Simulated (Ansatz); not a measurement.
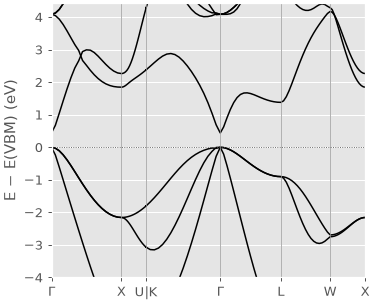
Fig. 1. Band structure from the program Ansatz at the PBE level (PAW)

Task: Read off the gap and where the band edges lie.

Result: About 0.4 eV (0.44 eV by a search for the band edges); maximum at Γ, minimum at Γ.

The material is InP (zinc blende, F-43m).

The PBE relaxation kept the symmetry of its start. Spin–orbit coupling is left out wherever it is not named.

Potentials: the earlier of the program's two PAW sets.
